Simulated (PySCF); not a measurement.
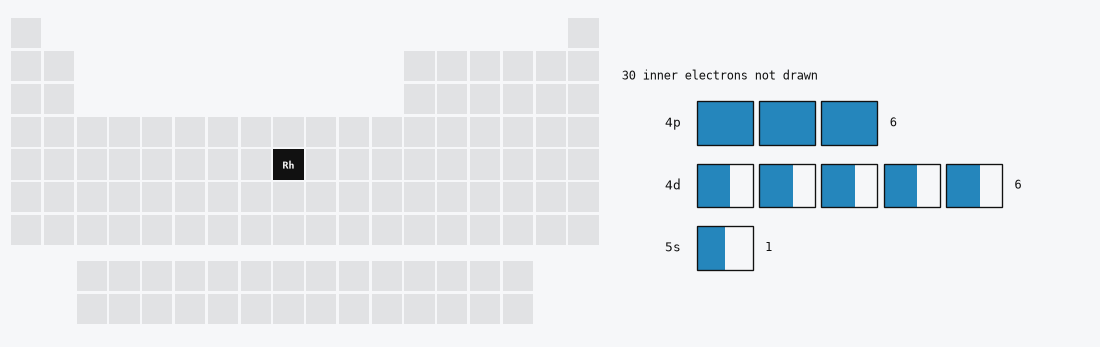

*Left, the place of rhodium in the periodic table; right, the outer shells of the nominal configuration: a box for each of the 2l + 1 orbitals, shaded by the share of the shell that is filled, with the electron count at the right.*

## Rh²⁺: atomic calculation

- system: Rh²⁺, configuration 1s2 2s2 2p6 3s2 3p6 3d10 4s2 4p6 4d6 5s1, multiplicity 4.
- method: unrestricted HF, aug-cc-pVTZ-DK, spin-free X2C-1e, Gaussian nucleus (PySCF)

The input:
```python
from pyscf import gto, scf, dft, mp, cc
import basis_set_exchange as bse
mol = gto.M(atom="Rh 0 0 0", charge=2, spin=3, symmetry="D2h",
            basis=gto.basis.parse(bse.get_basis("aug-cc-pVTZ-DK", elements=["Rh"], fmt="nwchem")),
            nucmod="G")
mf = scf.UHF(mol).sfx2c1e()
mf.irrep_nelec = {'Ag': (8, 7), 'B1g': (2, 2), 'B2g': (2, 1), 'B3g': (2, 1), 'B1u': (3, 3), 'B2u': (3, 3), 'B3u': (3, 3)}
mf.kernel()
```

The script is an equivalent of what the driver set up; the driver started from orbitals of its own, so the log can be shorter than this script's would be, and it computed the properties (radii, ⟨L²⟩, response) afterwards. It held the occupations shell by shell, which the script's counts by irreducible representation don't always enforce.

Hardware: 1 CPU thread, shared host.

The program's output (extracts):
```
damping factor = 0
level_shift factor = 0
DIIS = <class 'pyscf.scf.diis.CDIIS'>
diis_start_cycle = 1
diis_space = 10
diis_damp = 0
SCF conv_tol = 1e-09
SCF conv_tol_grad = None
number electrons alpha = 23  beta = 20
cycle= 1 E= -4779.99527202817  delta_E= -0.00556  |g|= 0.0273  |ddm|= 0.0431
cycle= 2 E= -4779.99548161915  delta_E= -0.00021  |g|= 0.00644  |ddm|= 0.0113
cycle= 3 E= -4779.99550115462  delta_E= -1.95e-05  |g|= 0.0012  |ddm|= 0.00506
cycle= 4 E= -4779.995508333  delta_E= -7.18e-06  |g|= 0.00145  |ddm|= 0.00428
cycle= 5 E= -4779.99551227234  delta_E= -3.94e-06  |g|= 0.00172  |ddm|= 0.00173
cycle= 6 E= -4779.99550045012  delta_E= 1.18e-05  |g|= 0.000178  |ddm|= 0.00948
cycle= 7 E= -4779.99550049159  delta_E= -4.15e-08  |g|= 4.54e-05  |ddm|= 0.000537
cycle= 8 E= -4779.99550048926  delta_E= 2.34e-09  |g|= 7.41e-06  |ddm|= 0.000167
cycle= 9 E= -4779.99550048926  delta_E= -1.82e-12  |g|= 1.09e-06  |ddm|= 1.79e-05
converged SCF energy = -4779.99550048926  <S^2> = 4.7533706  2S+1 = 4.4736431
```

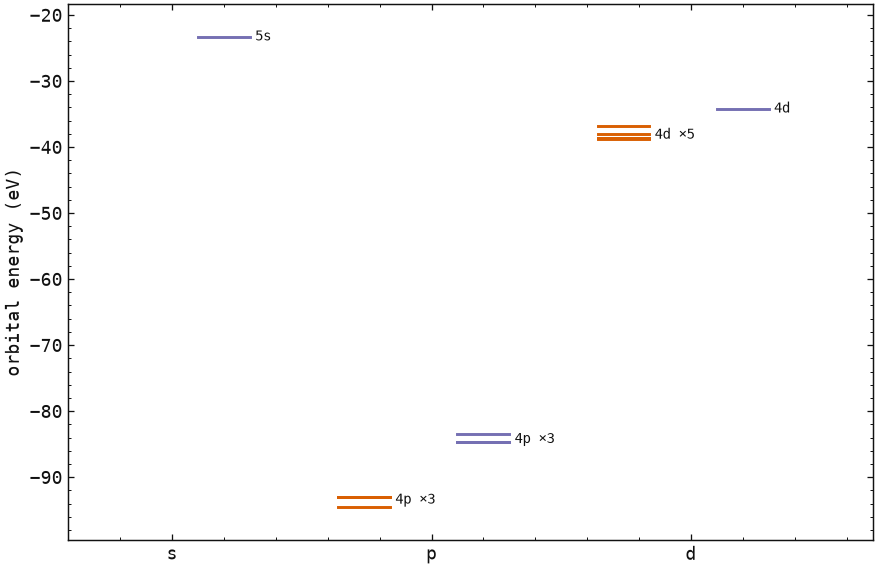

*Orbital energies of the mean field, from the top down to −94.6 eV, by angular momentum, α spin at the left of each column and β at the right; ×n counts the orbitals under one label.*

The highest filled orbital is 5s β at −23.3 eV, the lowest empty one d β at −18.3 eV.

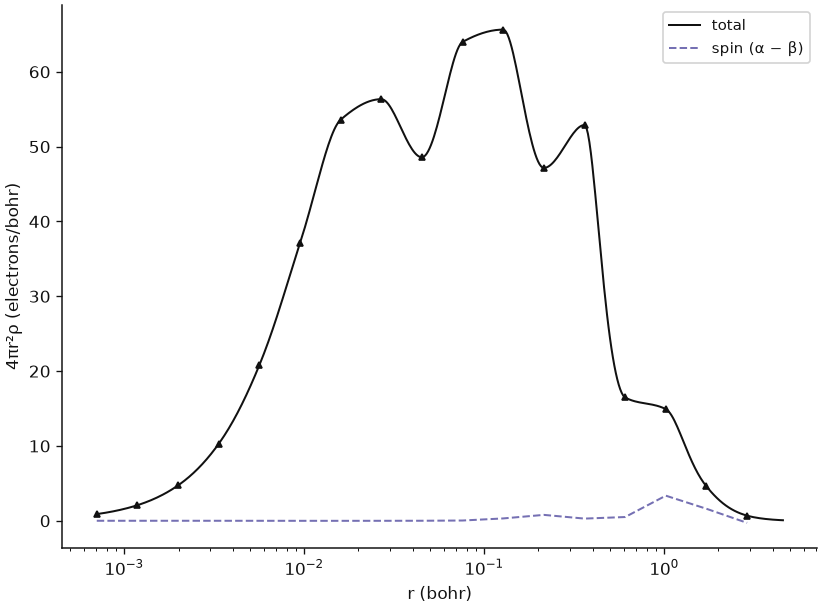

*Spherically averaged radial density 4πr²ρ of the mean field and its spin part; markers are the stored points, which are sparse, and the line is a monotone interpolation between them.*

The largest stored value is 65.6 electrons/bohr at r = 0.13 bohr. Root-mean-square radii of the shells: 3s 0.415, 3p 0.419, 4s 1.04, 4p 1.15, 4d 1.49, 5s 2.91 bohr.

Summary:

- outcome: converged
- total energy: −4779.9955 hartree
- ⟨S²⟩: 4.753
- ⟨L²⟩: 6.03
- SCF iterations: 9
- CPU time: 2.8 s (integrals apart)

Notes:

Radii and densities are those of the two-component orbitals, without the picture-change correction, so the innermost s shells come out slightly too small (about 1 % for 1s near Z = 40, more for heavier atoms). This is not the ground configuration of the species. ⟨S²⟩ is 4.75 where a pure state of this multiplicity has 3.75, so the determinant is spin-contaminated.
